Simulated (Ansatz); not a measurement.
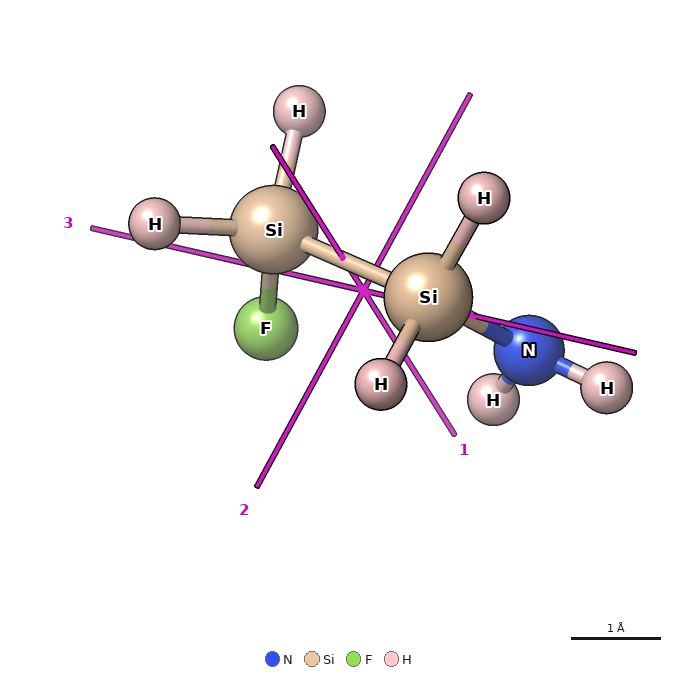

The three principal axes of inertia are drawn and numbered. Distant atoms are faded towards the background colour. Computed geometry: PBE-D4/def2-SVP optimisation. No frequency run is at hand to confirm it as a minimum. Masses are those of the most abundant isotopes; constants are for the rigid equilibrium geometry.

Q: Which line is the a axis (least moment of inertia), which b and which c?

A: a is line 3, b is line 1, c is line 2; the moments are 73.1, 193, 245 u Å².

Q: What kind of rotor is it, and what are its rotational constants in cm⁻¹?

A: An asymmetric top (C1): A = 0.230, B = 0.0872, C = 0.0689 cm⁻¹. Ray's parameter κ is −0.77, nearer the prolate limit.
